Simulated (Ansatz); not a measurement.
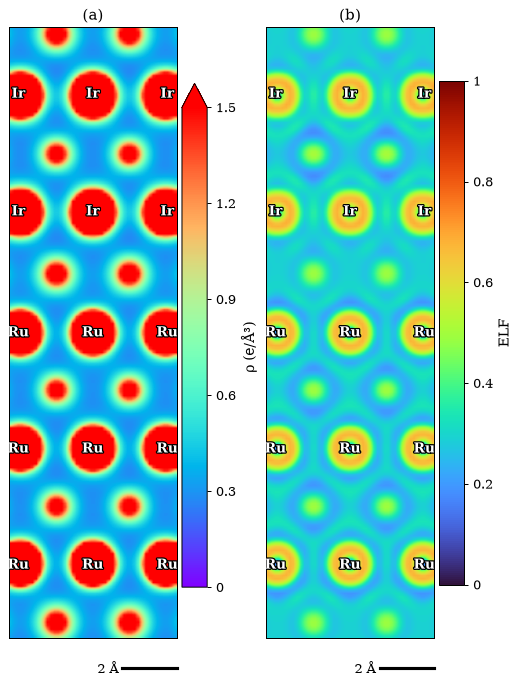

Ir2Ru3. (a) valence pseudo-density; (b) electron localisation function on the (100) plane of the conventional cell.

Space group P-6m2; a structure generated by program, which may or may not match a known phase; computed pressure about −11 GPa in this cell; computed without spin polarisation.

These are results of DFT PBEsol, scalar-relativistic, plane waves, PAW (Ansatz 0.2.0), not measurements.

In a PAW calculation such maps are meaningful between the atoms, not at the nuclei.

### Read the bonding off the picture.

Atoms in the plane: Ru and Ir. Atoms just off the plane (Ru, 0.8 Å away and Ir, 0.8 Å away) can leave unmarked features too. Ir–Ir (2.73 Å): ρ is about 0.44 e/Å³ halfway; the ELF is about 0.35 at the midpoint. Ru–Ru (2.73 Å): the density is about 0.37 e/Å³ at the midpoint; the ELF is about 0.30 at the midpoint. Between the atoms the lowest density in this plane is 0.28 e/Å³. The features right at Ru and Ir lie inside the PAW spheres, where the map follows smoothed inner orbitals and isn't to be read closely.

### Which way does charge flow, and how much by Bader's partition?

Electrons move from Ru towards Ir. Bader charges: Ru −0.01 to +0.22 and Ir −0.11 e.
